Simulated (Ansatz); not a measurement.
Cl2H2OSn···SiH4

```xyz
11

Sn   -0.1686    0.3528   -0.0403
Cl   -0.5093    0.6559    2.3116
Cl    2.1263    0.6662   -0.4945
H    -1.0669    1.4904   -0.9599
O    -0.7708   -1.4768   -0.5598
H    -0.8673   -2.0482    0.2299
Si    1.5795   -2.6279    1.3054
H     0.4772   -3.6450    1.1522
H     2.2224   -2.3812   -0.0232
H     2.5951   -3.1637    2.2749
H     0.9920   -1.3915    1.8624
```

Core potentials replace the inner electrons of Sn; not at a stationary point (largest force 0.7 eV/Å).

Level of theory: RKS PBE-D4/def2-SVP in Ansatz 0.2.0.

What can the converged electron density and electron localisation function tell about the bonding?

Sn–O (1.99 Å): ρ is about 0.71 e/Å³ halfway; the ELF peaks at about 0.85 in the valence shell of O, 0.6 Å from its nucleus, and drops to about 0.15 between the two atoms.
Sn–Cl (2.36 Å): the density is about 0.53 e/Å³ at the midpoint; the ELF peaks at about 0.80 in the valence shell of Cl, 0.9 Å from its nucleus, and drops to about 0.15 between the two atoms.

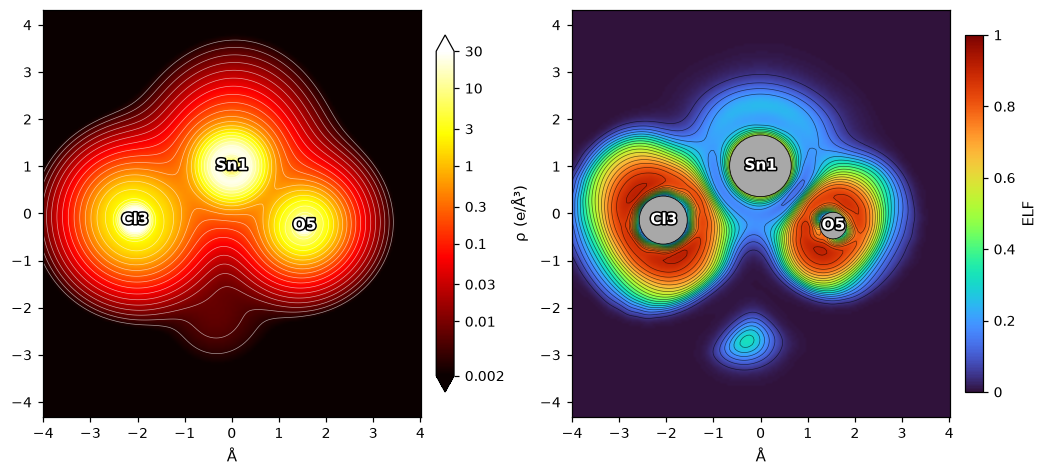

Computed electron density and electron localisation function on the plane of atoms Cl3, Sn1 and O5, in this order. Grey discs cover the atomic cores in the ELF map. 
